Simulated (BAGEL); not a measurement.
**SnSiH6 (SMILES [SiH3][SnH3]): a chain of runs**

Aim: a single-point energy (HF/x2c-SVPall), then the energy (NEVPT2(2,2)/x2c-SVPall) of SnSiH6. 

The calculation is run with BAGEL 1.2.2.

**1. The system as given**

SnSiH6: 8 atoms, total charge 0, spin state singlet. As SMILES, `[SiH3][SnH3]`. The shape is that of a PBE0-D4/def2-TZVP optimisation.

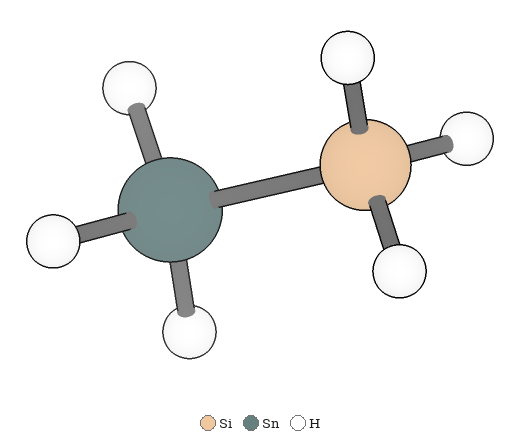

Viewed from a chosen angle; silicon light orange, tin teal, hydrogen white.

**2. The energy at HF/x2c-SVPall (DKH2, density fitting with AutoAux) (run 1)**

The input, input.json:

```json
{ "bagel" : [

{
  "title" : "molecule",
  "basis" : "x2c-svpall.json",
  "df_basis" : "x2c-svpall-autoaux.json",
  "dkh" : "true",
  "geometry" : [
    { "atom" : "Si", "xyz" : [    -1.17521312,     0.22915008,    -2.17720260 ] },
    { "atom" : "Sn", "xyz" : [     1.15595303,    -0.24460426,     2.03613077 ] },
    { "atom" : "H", "xyz" : [    -3.91248141,     0.67115702,    -1.72442422 ] },
    { "atom" : "H", "xyz" : [    -0.87871509,    -2.10144915,    -3.71770734 ] },
    { "atom" : "H", "xyz" : [    -0.13529683,     2.40441382,    -3.61944158 ] },
    { "atom" : "H", "xyz" : [     0.85113265,     2.42999882,     3.81592396 ] },
    { "atom" : "H", "xyz" : [     4.30140216,    -0.77618422,     1.55047115 ] },
    { "atom" : "H", "xyz" : [    -0.03249573,    -2.72052343,     3.73027024 ] }
  ]
},

{
  "title" : "hf"
},

{
  "title" : "print",
  "file" : "orbitals.molden",
  "orbitals" : "true"
}

]}
```

The basis set x2c-SVPall is read from a file made from the Basis Set Exchange's data (not shown).

Command:

```console
$ BAGEL_NUM_THREADS=1 BAGEL input.json > input.out
```

Log:

```text
* using 1 threads per process

  ===============================================================
  ===============================================================

  *** Geometry ***

  { "atom" : "Si", "xyz" : [     -1.175213,      0.229150,     -2.177203 ] },
  { "atom" : "Sn", "xyz" : [      1.155953,     -0.244604,      2.036131 ] },
  { "atom" : "H", "xyz" : [     -3.912481,      0.671157,     -1.724424 ] },
  { "atom" : "H", "xyz" : [     -0.878715,     -2.101449,     -3.717707 ] },
  { "atom" : "H", "xyz" : [     -0.135297,      2.404414,     -3.619442 ] },
  { "atom" : "H", "xyz" : [      0.851133,      2.429999,      3.815924 ] },
  { "atom" : "H", "xyz" : [      4.301402,     -0.776184,      1.550471 ] },
  { "atom" : "H", "xyz" : [     -0.032496,     -2.720523,      3.730270 ] },

  Number of auxiliary basis functions:      646

  Since a DF basis is specified, we compute 2- and 3-index integrals:
    o Being stored without compression. Storage requirement is 0.036 GB

  Number of basis functions:       84
  Number of electrons      :       70

    * METHOD: MOLECULE                             0.40

  *** RHF ***

  === Nuclear Repulsion ===
   238.2584506408

      * DIIS with orbital gradients will be used.

  === RHF iteration (x2c-svpall.json) ===
      0      -6464.35157106          0.00602512           0.16
      1      -6464.38562711          0.00169220           0.15
      2      -6464.38857024          0.00032575           0.15
      3      -6464.38866715          0.00005771           0.15
      4      -6464.38867268          0.00000783           0.15
      5      -6464.38867280          0.00000168           0.15
      6      -6464.38867281          0.00000052           0.15
      7      -6464.38867281          0.00000009           0.15
      8      -6464.38867281          0.00000002           0.15
      9      -6464.38867281          0.00000000           0.15
    * SCF iteration converged.

    * Permanent dipole moment:
           (    0.048589,    -0.009057,     0.088529) a.u.

    * METHOD: HF                                   2.00

    * METHOD: PRINT                                0.02

  ===============================================================
```

Wall time 2.5 s (1 thread of Arm Neoverse V1, shared host); peak memory 0.17 GiB.

**3. The energy at NEVPT2(2,2)/x2c-SVPall (DKH2, density fitting with AutoAux) (run 2)**

Edit input.json of step 2 so:

```diff
@@ -6,3 +6,4 @@
   "df_basis" : "x2c-svpall-autoaux.json",
-  "dkh" : "true",
+  "angstrom" : false,
+  "dkh" : true,
   "geometry" : [
@@ -19,11 +20,9 @@
 
-{
-  "title" : "hf"
-},
+{ "title" : "hf" },
 
-{
-  "title" : "print",
-  "file" : "orbitals.molden",
-  "orbitals" : "true"
-}
+{ "title" : "casscf", "nstate" : 1, "nact" : 2, "nclosed" : 34, "active" : [34, 36], "maxiter" : 200, "natocc" : true },
+
+{ "title" : "nevpt2", "nstate" : 1, "nact" : 2, "nclosed" : 34, "active" : [34, 36], "maxiter" : 200, "natocc" : true, "ncore" : 23 },
+
+{ "title" : "print", "file" : "orbitals.molden", "orbitals" : true }
```

The basis set x2c-SVPall is read from a file made from the Basis Set Exchange's data (not shown).

Command:

```console
$ BAGEL_NUM_THREADS=1 BAGEL input.json > input.out
```

Log:

```text
* using 1 threads per process

  ===============================================================
  ===============================================================

  *** Geometry ***

  { "atom" : "Si", "xyz" : [     -1.175213,      0.229150,     -2.177203 ] },
  { "atom" : "Sn", "xyz" : [      1.155953,     -0.244604,      2.036131 ] },
  { "atom" : "H", "xyz" : [     -3.912481,      0.671157,     -1.724424 ] },
  { "atom" : "H", "xyz" : [     -0.878715,     -2.101449,     -3.717707 ] },
  { "atom" : "H", "xyz" : [     -0.135297,      2.404414,     -3.619442 ] },
  { "atom" : "H", "xyz" : [      0.851133,      2.429999,      3.815924 ] },
  { "atom" : "H", "xyz" : [      4.301402,     -0.776184,      1.550471 ] },
  { "atom" : "H", "xyz" : [     -0.032496,     -2.720523,      3.730270 ] },

  Number of auxiliary basis functions:      646

  Since a DF basis is specified, we compute 2- and 3-index integrals:
    o Being stored without compression. Storage requirement is 0.036 GB

  Number of basis functions:       84
  Number of electrons      :       70

    * METHOD: MOLECULE                             0.40

  *** RHF ***

  === Nuclear Repulsion ===
   238.2584506408

      * DIIS with orbital gradients will be used.

  === RHF iteration (x2c-svpall.json) ===
      0      -6464.35157106          0.00602512           0.15
      1      -6464.38562711          0.00169220           0.15
      2      -6464.38857024          0.00032575           0.14
      3      -6464.38866715          0.00005771           0.15
      4      -6464.38867268          0.00000783           0.15
      5      -6464.38867280          0.00000168           0.15
      6      -6464.38867281          0.00000052           0.15
      7      -6464.38867281          0.00000009           0.15
      8      -6464.38867281          0.00000002           0.15
      9      -6464.38867281          0.00000000           0.15
    * SCF iteration converged.

    * Permanent dipole moment:
           (    0.048589,    -0.009057,     0.088529) a.u.

    * METHOD: HF                                   1.97

  ---------------------------
      CASSCF calculation
  ---------------------------

    ==== Active orbitals : =====
         Orbital 34
         Orbital 36
    ============================

    * nstate   :      1
    * nclosed  :     34
    * nact     :      2
    * nvirt    :     48
  === CASSCF iteration (x2c-svpall.json) ===

    * Using the second-order algorithm

      0  0     -6464.38929155     1.23e-04      0.04

      1  0     -6464.39241151     4.75e-04      0.60

      2  0     -6464.40246758     1.02e-03      0.58

      3  0     -6464.40374452     1.09e-04      0.70

      4  0     -6464.40377288     3.79e-05      0.67

      5  0     -6464.40377406     1.09e-05      0.72

      6  0     -6464.40377413     2.88e-06      0.68

      7  0     -6464.40377413     7.38e-07      0.70

      8  0     -6464.40377413     1.87e-07      0.70

      9  0     -6464.40377413     4.70e-08      0.66

     10  0     -6464.40377413     1.18e-08      0.60

     11  0     -6464.40377413     2.97e-09      0.55

    * Second-order optimization converged. *

     guess   0:   closed 1.                   open ..

  === FCI iteration ===

      0  0     -6464.38843120     6.63e-02      0.00
      1  0     -6464.40375879     1.63e-03      0.00
      2  0 *   -6464.40377413     8.32e-16      0.00

     * ci vector, state   0, <S^2> = 0.0000
       2.     0.9933792718
       .2    -0.1148809049

    * METHOD: CASSCF                               7.69

    * freezing 23 orbitals

  === DF-NEVPT2 calculation ===

    * 3-index integral transformation done
    * assembly done

      NEVPT2 correlation energy:   -0.2496628725      0.12

          (+0)     -0.1806562345
          (+0)'    -0.0348576908
          (+1)     -0.0049190499
          (+1)'    -0.0057417196
          (+2)     -0.0002144108
          (-1)     -0.0139388667
          (-1)'    -0.0013437993
          (-2)     -0.0079911009

      NEVPT2 total energy:       -6464.6534370046

    * METHOD: NEVPT2                               0.34

    * METHOD: PRINT                                0.02

  ===============================================================
```

Wall time 11 s (1 thread of Arm Neoverse V1, shared host); peak memory 0.18 GiB.

**4. Outcome**

| quantity | value |
| --- | --- |
| run 1, HF/x2c-SVPall: total energy | -6464.38867 Eh |
| run 1, HF/x2c-SVPall: dipole moment | 0.26 D |
| run 1, HF/x2c-SVPall: HOMO energy | -10.46 eV |
| run 1, HF/x2c-SVPall: LUMO energy | 3.41 eV |
| run 1, HF/x2c-SVPall: HOMO–LUMO gap | 13.87 eV |
| run 2, NEVPT2(2,2)/x2c-SVPall: total energy | -6464.65344 Eh |
